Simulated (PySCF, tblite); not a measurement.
# C5H7O3 radical: geometry, infrared bands and EPR parameters

What infrared bands and EPR parameters should C5H7O3 radical (`CC[C]1COC(=O)O1`) show?

Computed with tblite 0.8.0 and PySCF 2.14.0, with density-fitted response routines of our own, on a single molecule in the gas phase. Atoms count from 0, in the outputs and in this text.

## 1. The starting structure

15 atoms, charge 0, multiplicity 2; geometry from: force field or distance geometry start.

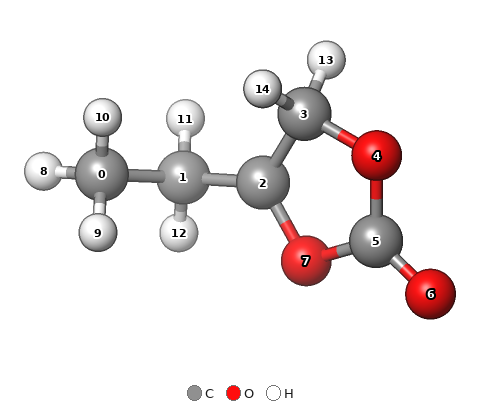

As it starts; carbon grey, oxygen red, hydrogen white, atoms numbered.

## 2. Optimising the geometry with GFN2-xTB

Job settings and geometry (Å):

```
{"job": {"kind": "relax", "xc": "GFN2-xTB", "basis": "xTB"}, "charge": 0, "multiplicity": 2}
C      2.030600     0.205800     0.348500
C      1.042000    -0.039400    -0.798800
C     -0.353200     0.033200    -0.336700
C     -1.087400    -0.948500     0.430400
O     -2.353000    -0.349200     0.596200
C     -2.332300     0.870800    -0.035800
O     -3.284800     1.632600    -0.066300
O     -1.108200     1.156300    -0.614500
H      3.057000     0.158200    -0.017400
H      1.862100     1.197200     0.796600
H      1.910400    -0.542000     1.139400
H      1.232200    -1.035200    -1.221400
H      1.219500     0.691000    -1.573700
H     -1.192100    -1.906000    -0.094300
H     -0.647200    -1.116800     1.425700
```

Started as:

```bash
$ OMP_NUM_THREADS=1 python probes_run.py task.json out
```

This one command runs all jobs of the session in turn.

The log of the run:

```text
step      E/eV     max force
  0    -719.38758    2.581
  1    -719.49225    3.779
  2    -719.56643    0.955
  3    -719.57857    0.317
  4    -719.58286    0.183
  5    -719.58779    0.239
  6    -719.59024    0.192
  7    -719.59239    0.108
  8    -719.59423    0.158
  9    -719.59563    0.118
 10    -719.59657    0.081
 11    -719.59738    0.074
 12    -719.59817    0.100
 13    -719.59892    0.089
 14    -719.59959    0.068
 15    -719.60022    0.086
 16    -719.60086    0.097
 17    -719.60146    0.067
 18    -719.60193    0.054
 19    -719.60224    0.042
 20    -719.60244    0.050
 21    -719.60257    0.038
 22    -719.60266    0.030
 23    -719.60274    0.030
 24    -719.60280    0.035
 25    -719.60285    0.024
 26    -719.60291    0.025
 27    -719.60301    0.032
 28    -719.60313    0.053
 29    -719.60327    0.051
 30    -719.60338    0.026
 31    -719.60347    0.027
 32    -719.60360    0.041
 33    -719.60378    0.066
 34    -719.60404    0.073
 35    -719.60439    0.060
 36    -719.60482    0.067
 37    -719.60532    0.058
 38    -719.60583    0.075
 39    -719.60626    0.052
 40    -719.60660    0.046
 41    -719.60690    0.051
 42    -719.60722    0.069
 43    -719.60752    0.059
 44    -719.60777    0.038
 45    -719.60797    0.040
 46    -719.60812    0.042
 47    -719.60826    0.043
 48    -719.60838    0.026
 49    -719.60850    0.025
 50    -719.60859    0.034
 51    -719.60869    0.028
 52    -719.60876    0.017
 53    -719.60880    0.019
 54    -719.60885    0.020
 55    -719.60890    0.022
 56    -719.60895    0.022
 57    -719.60901    0.022
 58    -719.60908    0.031
 59    -719.60916    0.027
 60    -719.60923    0.018
 61    -719.60928    0.016
 62    -719.60932    0.019
 63    -719.60936    0.020
 64    -719.60941    0.017
 65    -719.60945    0.017
 66    -719.60949    0.015
 67    -719.60953    0.019
 68    -719.60958    0.017
 69    -719.60964    0.023
 70    -719.60971    0.021
 71    -719.60978    0.026
 72    -719.60986    0.028
 73    -719.60996    0.026
 74    -719.61008    0.026
 75    -719.61020    0.037
 76    -719.61033    0.045
 77    -719.61050    0.039
 78    -719.61074    0.040
 79    -719.61104    0.041
 80    -719.61131    0.038
 81    -719.61153    0.033
 82    -719.61168    0.032
 83    -719.61179    0.032
 84    -719.61187    0.019
 85    -719.61192    0.014
 86    -719.61195    0.023
 87    -719.61199    0.013
 88    -719.61202    0.012
 89    -719.61207    0.016
 90    -719.61211    0.018
 91    -719.61216    0.018
 92    -719.61224    0.017
 93    -719.61235    0.024
 94    -719.61251    0.033
 95    -719.61272    0.040
 96    -719.61297    0.039
 97    -719.61321    0.035
 98    -719.61340    0.028
 99    -719.61352    0.043
100    -719.61364    0.035
101    -719.61374    0.032
102    -719.61381    0.020
103    -719.61383    0.012
104    -719.61385    0.005
```

Run time: 0.55 s. Hardware: 1 thread of Arm Neoverse V1, shared host.

Along the way: (not every step is listed)

```tsv
step	energy from step 0 (eV)	largest force (eV/Å)
0	0.0000	2.5808
1	-0.1047	3.7792
2	-0.1789	0.9555
3	-0.1910	0.3174
4	-0.1953	0.1832
5	-0.2002	0.2393
6	-0.2027	0.1916
7	-0.2048	0.1079
8	-0.2067	0.1581
17	-0.2139	0.0673
26	-0.2153	0.0253
35	-0.2168	0.0600
44	-0.2202	0.0380
53	-0.2212	0.0190
62	-0.2217	0.0186
71	-0.2222	0.0262
80	-0.2237	0.0375
89	-0.2245	0.0155
98	-0.2258	0.0277
99	-0.2259	0.0428
100	-0.2261	0.0346
101	-0.2262	0.0315
102	-0.2262	0.0199
103	-0.2263	0.0124
104	-0.2263	0.0051
```

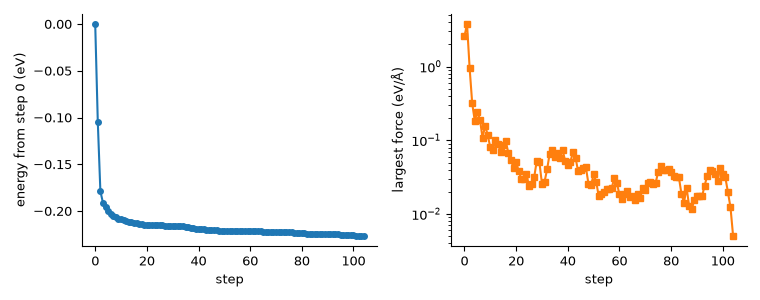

Energy and largest force along the relaxation.

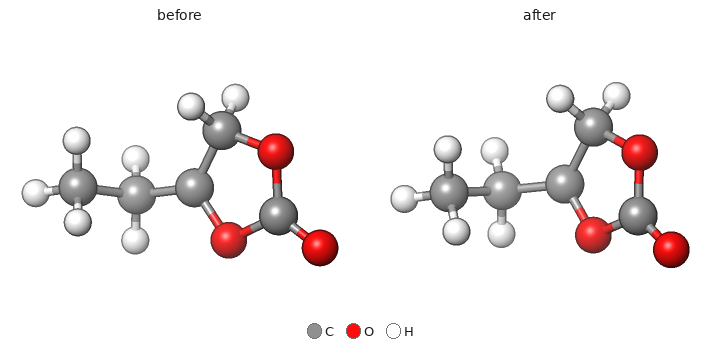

Before and after, at one scale.

Distances of close pairs at the start and the end, largest changes first:

```tsv
bond	before (Å)	after (Å)	change (Å)
C2–C3	1.446	1.495	+0.049
C5–O7	1.384	1.349	-0.035
C5–O6	1.220	1.188	-0.032
O4–C5	1.374	1.349	-0.025
C0–H9	1.101	1.087	-0.014
C2–O7	1.382	1.370	-0.012
C1–H12	1.080	1.091	+0.011
C0–H10	1.095	1.087	-0.008
```

The next job starts from the end point, and lists it.

## 3. Infrared spectrum with GFN2-xTB

Job settings and geometry (Å):

```
{"job": {"kind": "ir", "xc": "GFN2-xTB", "basis": "xTB"}, "charge": 0, "multiplicity": 2}
C      1.934881     0.355717     0.367632
C      1.093506    -0.137609    -0.824822
C     -0.355525    -0.117632    -0.539095
C     -1.144227    -1.055130     0.317673
O     -2.289935    -0.294110     0.652064
C     -2.199132     0.939861     0.113990
O     -3.013091     1.796737     0.231298
O     -1.048831     1.063199    -0.578924
H      2.987646     0.352312     0.099082
H      1.645269     1.368209     0.634997
H      1.792182    -0.290295     1.230218
H      1.388703    -1.157005    -1.078537
H      1.286320     0.511445    -1.680260
H     -1.460303    -1.969174    -0.206570
H     -0.621876    -1.358536     1.239343
```

The log of the run:

```text
mode    cm-1     km/mol
  1      45.8      2.00
  2      74.2      0.24
  3     185.5      0.53
  4     204.7      0.76
  5     230.9      4.53
  6     289.0      0.40
  7     437.6      5.76
  8     509.5      5.02
  9     586.6      0.58
 10     689.5      2.11
 11     697.5     64.96
 12     808.7      5.10
 13     886.3      3.58
 14     944.2     19.34
 15     950.8      7.13
 16     992.1      9.31
 17    1036.0     44.83
 18    1050.0     24.86
 19    1054.4    272.03
 20    1083.0    184.52
 21    1100.6     10.66
 22    1195.8     32.77
 23    1235.5     26.48
 24    1276.2     51.42
 25    1292.4      2.75
 26    1332.4     19.37
 27    1394.4      2.20
 28    1447.3      3.31
 29    1450.4      5.47
 30    1490.7      6.72
 31    1494.1      4.26
 32    1845.6    820.96
 33    2810.1     15.52
 34    2872.4     16.59
 35    2986.5     19.79
 36    2992.1      7.91
 37    3043.7     31.92
 38    3046.3     23.98
 39    3053.7     18.76
```

Run time: 0.41 s. Hardware: 1 thread of Arm Neoverse V1, shared host.

Which atoms move in the most intense modes:

```tsv
cm⁻¹	km/mol	atoms
698	65.0	C5 76 %
1036	44.8	H11 17 %, H12 15 %, H10 13 %, C1 12 %
1054	272.0	C5 38 %, O4 22 %, C3 15 %, O7 12 %
1083	184.5	O4 29 %, C3 22 %, C5 15 %, H14 13 %
1196	32.8	C2 24 %, H12 12 %, C1 11 %
1276	51.4	H12 34 %, C2 30 %, H11 14 %
1846	821.0	C5 64 %, O6 35 %
3044	31.9	H10 90 %
```

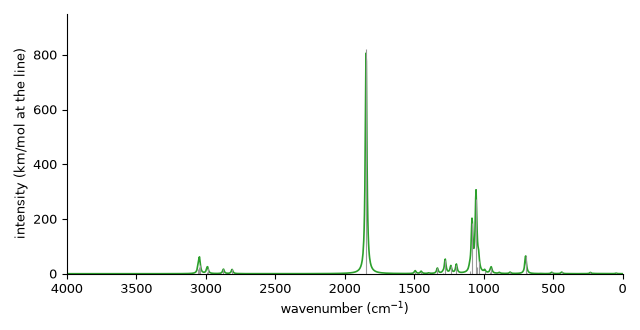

The infrared spectrum from these modes, unscaled. Lines are broadened to a width of 14 cm⁻¹ (Lorentzian).

## 4. EPR parameters: B3LYP/pcH-1

Same as in step 3 but for these lines:

```diff
@@ -1,2 +1,2 @@
-{"job": {"kind": "ir", "xc": "GFN2-xTB", "basis": "xTB"}, "charge": 0, "multiplicity": 2}
+{"job": {"kind": "epr", "basis": "pcH-1"}, "charge": 0, "multiplicity": 2}
 C      1.934881     0.355717     0.367632
```

Method: UKS B3LYP, pcH-1 on C H O, non-relativistic, mean-field spin-orbit, GIAO.

The log of the run:

```text
UKS, coarse grid
  cycle   1  E = -420.17939208  |g| = 7.87e-01
  cycle   2  E = -419.61396862  |g| = 1.47e+00
  cycle   3  E = -420.37578102  |g| = 2.60e-01
  cycle   4  E = -420.39889117  |g| = 8.60e-02
  cycle   5  E = -420.40111818  |g| = 1.93e-02
  cycle   6  E = -420.40128720  |g| = 6.67e-03
  cycle   7  E = -420.40130561  |g| = 1.78e-03
  cycle   8  E = -420.40130833  |g| = 7.08e-04
UKS, final grid
  cycle   1  E = -420.40132335  |g| = 8.55e-04
  cycle   2  E = -420.40132297  |g| = 1.36e-03
  cycle   3  E = -420.40132363  |g| = 2.29e-04
  cycle   4  E = -420.40132365  |g| = 5.03e-05
  cycle   5  E = -420.40132365  |g| = 4.28e-05
  cycle   6  E = -420.40132365  |g| = 1.39e-05
E = -420.40132365 Eh   <S^2> = 0.7537 (exact 0.7500)
g shifts (ppm)      1          2          3
  rmc          -189       -189       -189
  gc             -2         36         36
  oz_so         -26        861       1775
  total        -217        708       1622
hyperfine (MHz)  atom isotope    a_iso     a_fc   dipolar eigenvalues
    0   13C      64.56      64.56     -5.83     -5.79     11.62
    1   13C     -19.46     -19.46     -2.12     -1.25      3.37
    2   13C     145.47     145.47    -81.32    -79.77    161.09
    3   13C     -26.73     -26.73     -1.81     -0.80      2.61
    4   17O       0.85       0.85     -1.72      0.61      1.11
    5   13C      -1.22      -1.22     -2.17     -0.41      2.58
    6   17O      -1.89      -1.89     -8.57      3.84      4.72
    7   17O     -18.93     -18.93    -41.77     19.79     21.98
    8    1H      11.24      11.24     -3.61     -1.48      5.09
    9    1H      -4.21      -4.21     -4.67     -1.62      6.29
   10    1H      -4.19      -4.19     -4.69     -1.51      6.20
   11    1H      22.69      22.69     -5.56     -4.51     10.08
   12    1H      31.20      31.20     -5.38     -4.58      9.96
   13    1H     101.55     101.55     -4.99     -4.45      9.44
   14    1H     103.46     103.46     -4.03     -3.26      7.29
```

It took 86 s on 1 thread of Arm Neoverse V1, shared host; peak memory 0.96 GiB.

Principal g values 2.00210, 2.00303, 2.00394; g(iso) = 2.00302, against 2.00232 for a free electron.

Mean a(iso) over the nuclei that a row names, and the largest dipolar term of the row (other rows stand at the frozen geometry):

```tsv
nuclei	isotope	a(iso) (MHz)	a(iso) (G, at g = 2.0023)	largest dipolar term (MHz)
C2	13C	145.5	51.9	161.1
H13, H14	1H	102.5	36.6	9.4
C0	13C	64.6	23.0	11.6
H11, H12	1H	26.9	9.6	10.1
C3	13C	-26.7	-9.5	2.6
C1	13C	-19.5	-6.9	3.4
O7	17O	-18.9	-6.8	-41.8
O6	17O	-1.9	-0.7	-8.6
C5	13C	-1.2	-0.4	2.6
H8, H9, H10	1H	0.9	0.3	6.3
O4	17O	0.9	0.3	-1.7
```

Mulliken spin populations:

C0 0.05; C1 -0.06; C2 0.88; C3 -0.07; O4 0.00; C5 0.00; O6 0.02; O7 0.06; H8 0.01; H9 0.00; H10 0.00; H11 0.01; H12 0.01; H13 0.04; H14 0.05

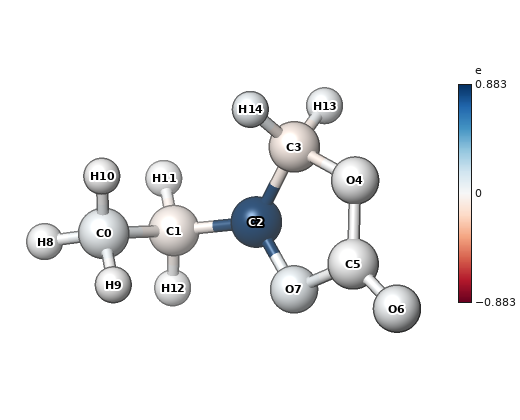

Mulliken spin populations, as colours on the atoms.

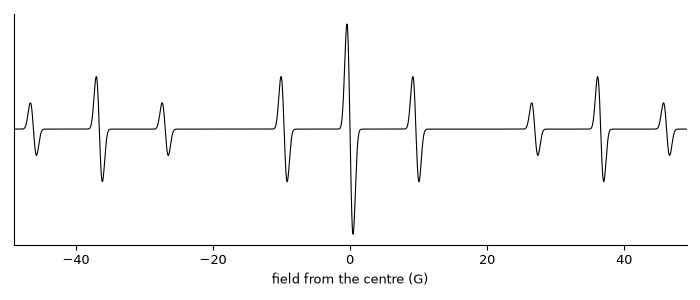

First-order isotropic spectrum (first derivative, main isotopes with spin only, couplings over 0.8 MHz, Gaussian width 0.3 G; couplings of the frozen geometry, rotation of groups not averaged beyond the rows shown).

Orbitals, density, ELF and potential are computed afterwards from the orbital file.

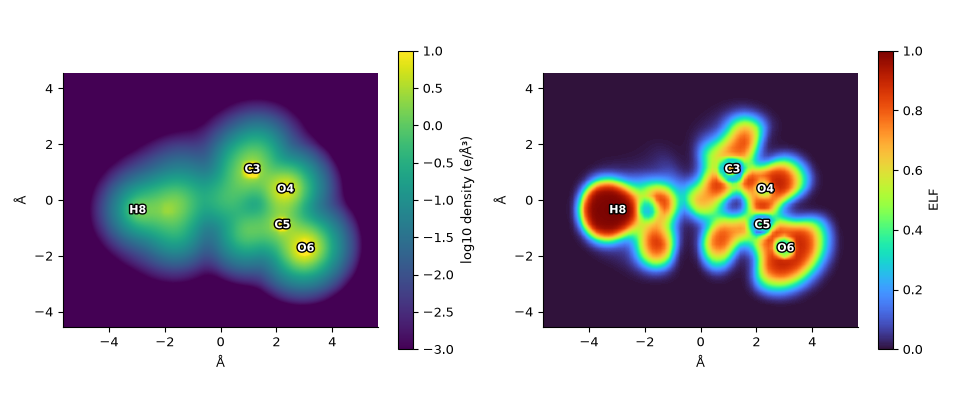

Density (left) and ELF (right) in a plane through or near 5 of the atoms.

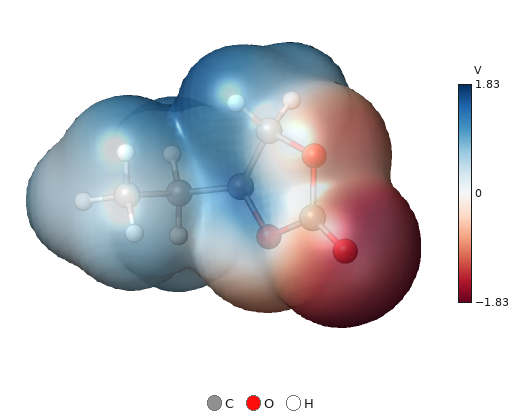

The potential that a unit positive charge feels on the 0.002 e/bohr³ surface, from -1.83 V near O6 to 1.49 V near H14.

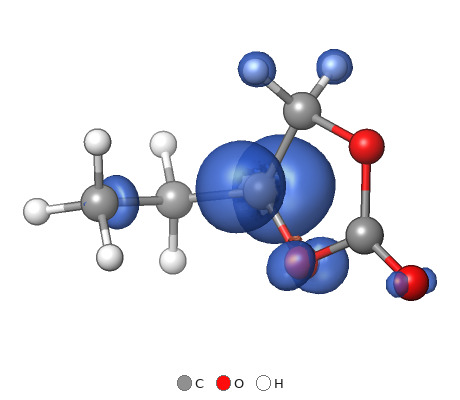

Spin density at ±0.05 e/Å³ (alpha excess blue, beta excess red).

## 5. Results

| quantity | value |
| --- | --- |
| strongest single infrared mode (GFN2-xTB) | 1846 cm⁻¹, 821 km/mol |
| zero-point energy (GFN2-xTB) | 71.6 kcal/mol |
| g(iso) (B3LYP) | 2.00302 |
| ⟨S²⟩ | 0.754 (exact 0.75) |
| largest a(iso) (averaged by class) | 13C on C2, 145.5 MHz |
| potential on the surface of density 0.002 e/bohr³, 1st and 99th percentile | -1.83 V and 1.49 V |

**Reading.** Relaxing lowered the energy by 0.226 eV in 104 steps; the close pair that moved most is C2–C3, from 1.446 to 1.495 Å. No mode is imaginary among the 39: a minimum at this level. The strongest single mode, at 1846 cm⁻¹, moves mainly C5 and O6. Unscaled tight-binding wavenumbers are off by several per cent, some by more. Its intensities can rank the bands wrongly. Most of the unpaired spin sits on C2 (0.88 e). The isotropic g lies 0.7 ppt above the free-electron value. These values are for one conformer; the search (at its own cheap level) found 2 more, at 0.39, 0.84 kcal/mol, and measured spectra average over such forms.
